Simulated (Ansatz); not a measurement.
# Calculations on CH6FGa

## 1. Relaxation

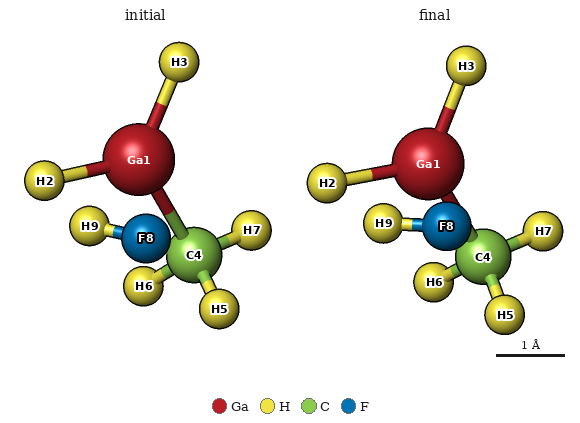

The structure of CH6FGa before (left) and after (right) a relaxation, at one scale.

A ball-and-stick model, seen from a free direction.

The run prepares an end point of a later path (reaction) calculation, from a guessed geometry.

Level of theory: RKS PBE0-D4/def2-SVP (Ansatz).

Input
```yaml
crystal:
  periodic: [false, false, false]
  atoms:
    - { symbol: Ga, position_ang: [0.012197, 0.188964, -0.10482] }
    - { symbol: H, position_ang: [-0.001339, 0.262542, 1.471881] }
    - { symbol: H, position_ang: [1.411853, 0.246936, -0.810651] }
    - { symbol: C, position_ang: [-1.712799, 0.10062, -1.031048] }
    - { symbol: H, position_ang: [-2.146255, -0.900803, -0.867731] }
    - { symbol: H, position_ang: [-2.419315, 0.832469, -0.608837] }
    - { symbol: H, position_ang: [-1.625474, 0.266738, -2.11409] }
    - { symbol: F, position_ang: [0.071818, -2.343094, 1.29013] }
    - { symbol: H, position_ang: [0.076014, -1.566271, 1.796766] }
basis:
  gaussian: { orbitals: def2-SVP }
hamiltonian:
  xc: pbe0
  dispersion: d4
relax:
  f_tol: 0.03
  max_steps: 50
output:
  orbitals: {}
```

Launched with:
```bash
ansatz run input.yaml --threads 2 --pin off --max-ram 3072MiB --backend cpu --events-out ev --progress --plain --runs-dir out
```

Q: Summarise the run.

A: Over 7 accepted moves (8 points after the start) the energy falls by 11.6 kJ/mol. The largest force component goes from 0.26 to 0.027 eV/Å. The line search rejected the trial step at point 7 of the run. The atom that moves furthest after the best rigid fit is F8 (0.46 Å). By element the largest moves are F 0.46 Å, H 0.17 Å, Ga 0.15 Å, C 0.08 Å. Some distances before and after: Ga1–F8 2.891 → 2.327 Å, Ga1–H9 2.589 → 2.290 Å, Ga1–H2 1.578 → 1.612 Å, F8–H9 0.927 → 0.941 Å.

## 2. Relaxation

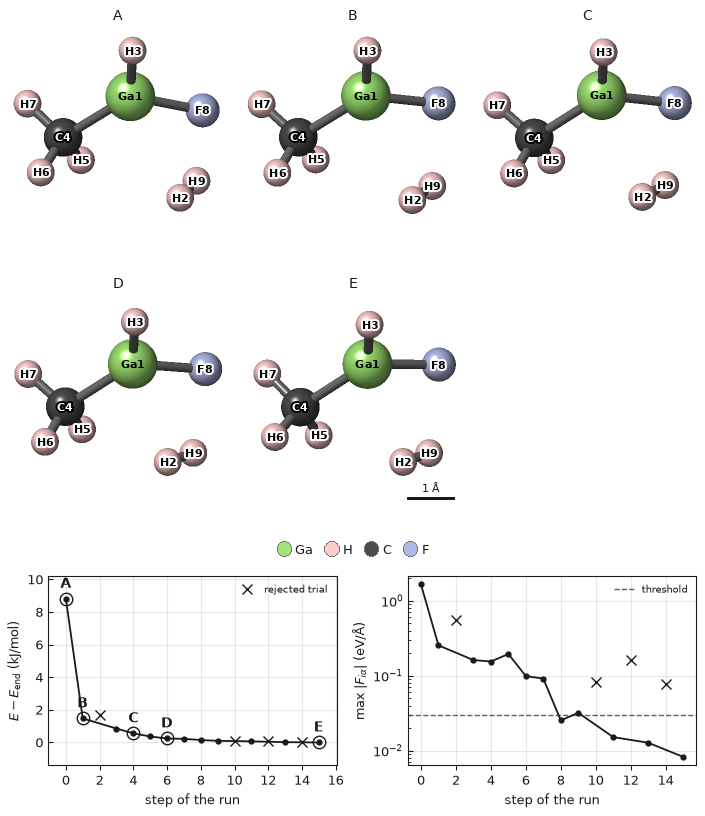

Frames of a relaxation of CH$_{6}$FGa, marked on the history of the run. A ball-and-stick model, seen at a tilt.

The run prepares an end point of a later path (reaction) calculation, from a guessed geometry.

All numbers below come from Ansatz, RKS PBE0-D4/def2-SVP. Set-up: no spin polarisation; force threshold 0.03 eV/Å; at most 50 steps.

Describe the path.

Answer. F8 moves most after the best rigid fit: 0.35 Å. By element the largest moves are F 0.35 Å, H 0.28 Å, C 0.07 Å, Ga 0.05 Å. Near-neighbour distances that change, for instance: H2–H9 0.721 → 0.764 Å, Ga1–F8 1.736 → 1.771 Å. After 11 accepted moves (15 points after the start) the energy has fallen by 8.81 kJ/mol. Largest force component: 1.7 eV/Å at the start, 0.0082 eV/Å at the end. The line search rejected the trial steps at points 2, 10, 12, 14 of the run. The forces were under the threshold at step 8, but the run went on from there. From step 0 to 1: F8 moves most (0.19 Å), energy −7.33 kJ/mol. From step 1 to 4: H2 moves most (0.14 Å), energy −0.92 kJ/mol. From step 4 to 6: H2 moves most (0.13 Å), energy −0.32 kJ/mol. From step 6 to 15: H5 moves most (0.17 Å), energy −0.25 kJ/mol.

```tsv
step	E − E(0), kJ/mol	largest force component, eV/Å	note
0	0.00	1.6544	
1	-7.33	0.2545	
2	-7.12	0.5566	rejected
3	-7.96	0.1619	
4	-8.25	0.1548	
5	-8.44	0.1951	
6	-8.56	0.0989	
7	-8.59	0.0916	
8	-8.66	0.0253	
9	-8.70	0.0319	
10	-8.70	0.0822	rejected
11	-8.74	0.0151	
12	-8.72	0.1637	rejected
13	-8.79	0.0127	
14	-8.78	0.0769	rejected
15	-8.81	0.0082
```

## 3. Path

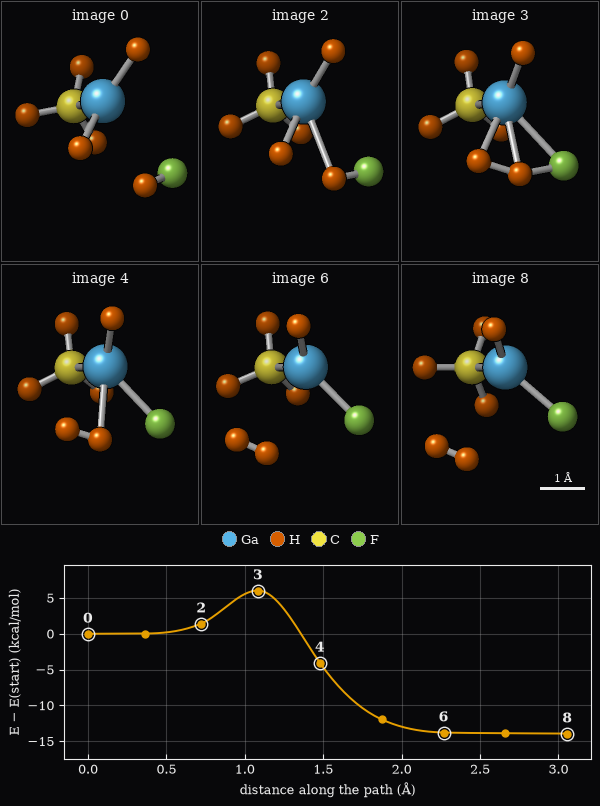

A nudged-elastic-band calculation for CH$_{6}$FGa. Images are numbered from 0 (start) to 8 (end). A ball-and-stick model, seen from a free direction.

Method: RKS PBE0-D4/def2-SVP (Ansatz). Settings: 7 movable images; climbing image; force threshold 0.03 eV/Å; iteration limit 60; starting path through a guess of the saddle point.

Q: What happens along the path, and what is the barrier?

A: Forward barrier 6.0 kcal/mol, backward barrier 20.0 kcal/mol, with image 3 at the top; the reaction energy is −13.9 kcal/mol. Breaking: F–H (0.94 → 2.51 Å), Ga–H (1.61 → 2.57 Å). Forming: F–Ga (2.33 → 1.77 Å), H–H (1.78 → 0.76 Å). The band converged in 15 iterations. The largest component of the band force went from 3.1 to 0.019 eV/Å. The climbing image converged on the top of the path. Its vibrational analysis gives 2 imaginary modes over 30i cm⁻¹, so it isn't confirmed as a transition state.
